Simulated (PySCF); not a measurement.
Molecule: Sn(Me)(Vi)(OH)2, SMILES C=[CH][Sn]([OH])([CH3])[OH] (C₃H₈O₂Sn). Atoms near the plane z = 0.0 Å, at the PBE0/def2-SVP optimised geometry (x, y, z in Å): C2 (-1.2, 1.2, 0.0), Sn3 (-0.4, -0.8, 0.0), O6 (1.6, -0.8, 0.0), H9 (-1.4, 1.7, 1.0), H14 (2.0, -0.1, 0.6).

Computed with PBE0/def2-TZVP, def2 effective core potentials past Kr (PySCF). The core electrons that the potentials of Sn replace are not part of the density. Cells within 0.4 Å of a nucleus heavier than hydrogen are left out (blank, or x). The values are rescaled to run from 0 to 1.

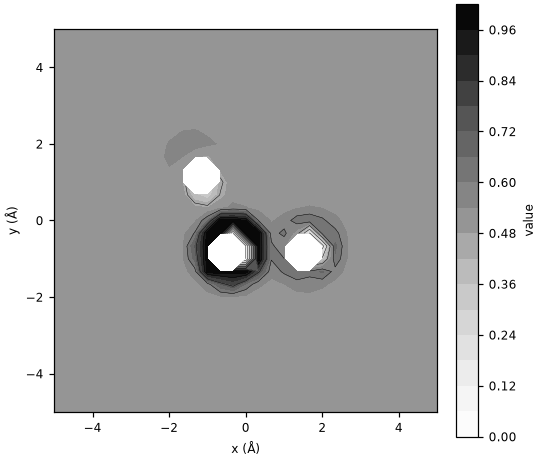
a field on the plane z = 0.0 Å.

**Question.** Which quantity is mapped?
(A) electrostatic potential
(B) Laplacian of the electron density
(C) an orbital amplitude
(D) electron localisation function

**Answer.** B, Laplacian of the electron density. In full: Laplacian of the electron density (e/bohr⁵), clipped to [-1.50, 1.50].
